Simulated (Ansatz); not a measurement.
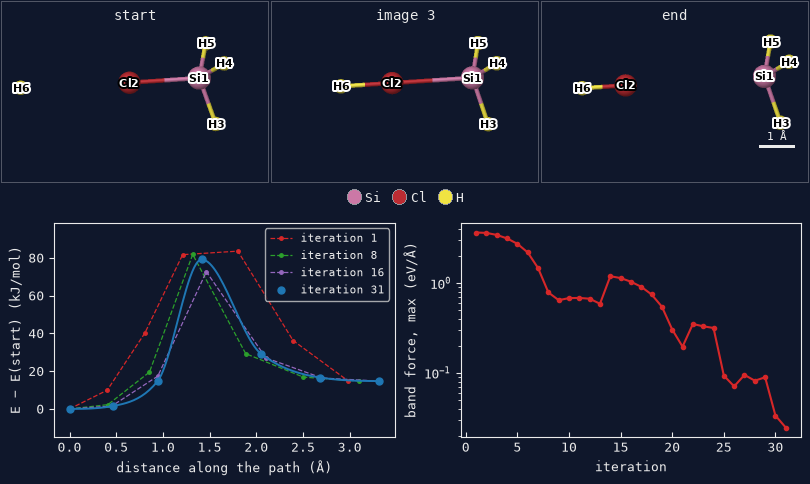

A search for the minimum-energy path of SiH₄Cl (multiplicity 2), made up at the start of SiH₃Cl and H by the nudged elastic band. Images are numbered from 0 (start) to 6 (end). The plot follows the band through its iterations. A ball-and-stick model, seen at a tilt.

Level of theory: UKS CAM-B3LYP/6-31G* in Ansatz. Settings: 5 movable images; climbing image; force threshold 0.03 eV/Å; iteration limit 60; optimiser L-BFGS; largest step 0.02 Å; starting path through a guess of the saddle point.

Q: How did the profile develop, and is the result final?

A: The run is converged, with reservations. The band converged in 31 iterations. The largest component of the band force went from 3.7 to 0.025 eV/Å. The climbing image converged on the top of the path. Its curvatures weren't checked. The step length is far from the usual. The first iteration put the highest image at 83.6 kJ/mol. The highest point, image 3, lies 79.2 kJ/mol above the start and 64.4 kJ/mol above the end; the end is at +14.8 kJ/mol relative to the start.

Limits of the set-up: the start holds two separate molecules, 3.2 Å apart at their closest, whose relative position is a soft coordinate and is computed without a dispersion correction.

Cost: 4 min on 1 thread of Intel(R) Xeon(R) Platinum 8488C (Sapphire Rapids), on a shared host, peak memory 0.14 GiB.
